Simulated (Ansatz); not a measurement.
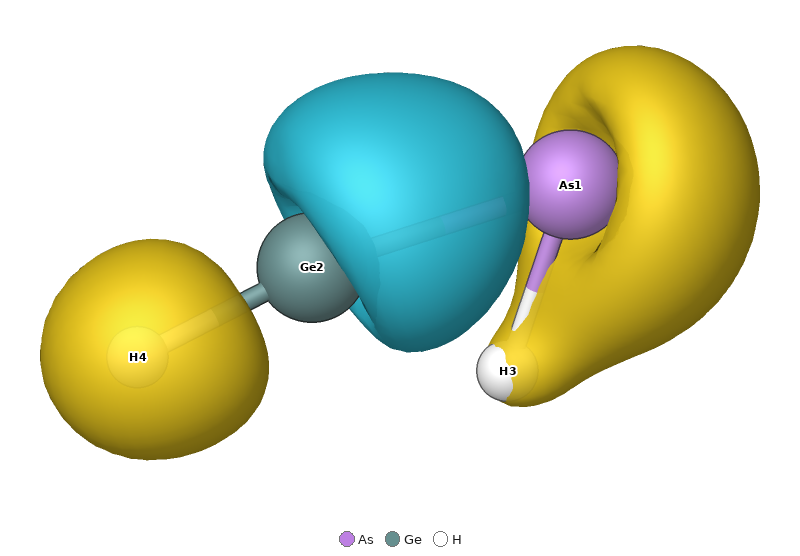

Figure. AsGeH₂ (SMILES [GeH]#[AsH+]) (charge +1). The HOMO−1 at ±0.15 Å⁻³ᐟ² (yellow and cyan are the two phases), seen at a tilt.

Geometry: PBE0-D3(BJ)/pcseg-1.

The calculation used Ansatz, isolated molecule in a Gaussian basis; Kohn-Sham density functional theory, functional PBE0.

The calculation's input:

```
crystal:
  periodic: [false, false, false]
  atoms:
    - symbol: As
      position_ang: [-0.612298, 1.344038, -0.801199]
    - symbol: Ge
      position_ang: [-0.794527, -0.588079, 0.182967]
    - symbol: H
      position_ang: [0.746646, 0.502441, -0.664643]
    - symbol: H
      position_ang: [-0.632742, -1.967671, 0.826425]
basis:
  gaussian:
    orbitals: def2-TZVPD
total_charge: 1
hamiltonian:
  xc: {name: PBE0}
output: {forces: true, orbitals: {seedname: orbitals}}
```

Run with:

```sh
ansatz run input.yaml --threads 1 --pin off --max-ram 2610MiB --events-out events.jsonl --progress --plain --runs-dir runs
```

Where does this orbital lie, and at what energy?

By Hirshfeld shares it lies mainly on As1 (about 45 %), Ge2 (about 35 %) and H4 (about 15 %); it is symmetric in the molecular plane (an in-plane orbital: σ, lone-pair or in-plane π type). Its energy is −15.34 eV.
